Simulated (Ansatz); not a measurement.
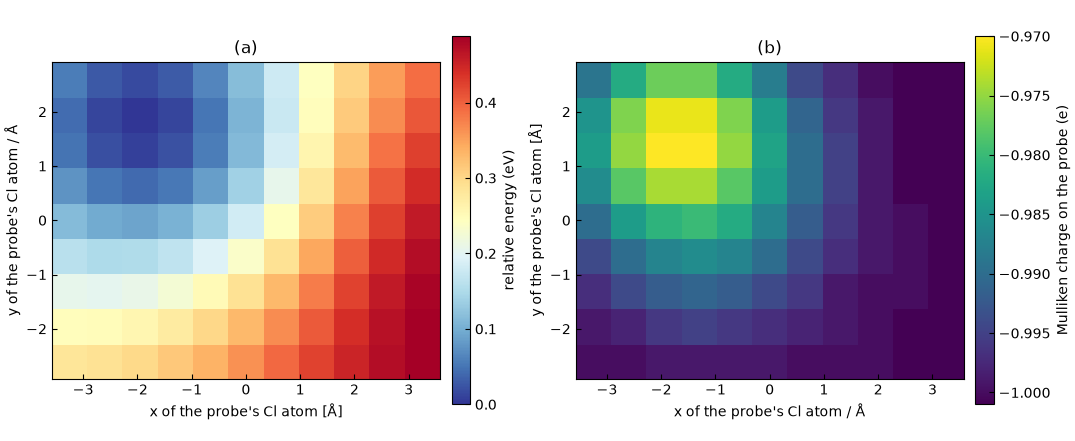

CH₂OSSi (SMILES O=C1[SiH2]S1) with the probe Cl-. 
- The probe is moved over a plane parallel to the molecule's main plane, 4.33 Å above it.
- Coordinates scanned: (1) x of the probe's Cl atom; (2) y of the probe's Cl atom.
- Nothing is relaxed (molecule and probe rigid).
- The grid has 11 × 9 points.
- Points are written as (first, second).
- Energies: eV, counted from the lowest grid point.
- Level of theory: Ansatz, RKS BHLYP-D4/def2-SVPD.

Panel (a) is the energy; panel (b) is the computed Mulliken charge on the probe, in e.

The picture shows one coloured cell a grid point.

### How does the Mulliken charge on the probe vary over the map, and what is it at the lowest grid point?

Leaving out the highest fifth of the energies, it runs from −1.00 e at (2.60 Å, 1.30 Å) to −0.97 e at (−1.95 Å, 1.30 Å) [nearest 1 H at 3.12 Å]. At the lowest grid point, (−1.95 Å, 1.95 Å) [nearest 1 H at 3.13 Å], it is −0.97 e.
